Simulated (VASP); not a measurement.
Band structure of SrEuSe2 (space group R-3m). Computed with PBEsol GGA, VASP's PBE PAW potentials (set 64) (plane waves; VASP 6.6.1).

The 4f electrons are frozen in the core of the lanthanide potential, so 4f levels, which can set the real gap, and their magnetism are missing.

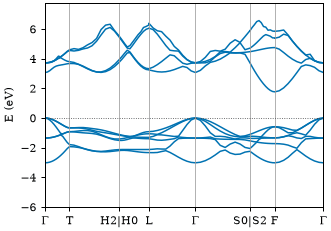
Figure. Bands along high-symmetry lines, zero at the valence-band maximum or, without a gap, the Fermi level

Question: Read the plot: is there a gap, and where are the band edges?

Answer: The gap is indirect, 1.76 eV, from the valence maximum at Γ to the conduction minimum at F. (Edges off the drawn lines would not show.)

The structure comes from a computed database's SrEuSe2 entry (R-3m); how it stands against other phases isn't given here. It was relaxed first, which changed the volume by -5 %.
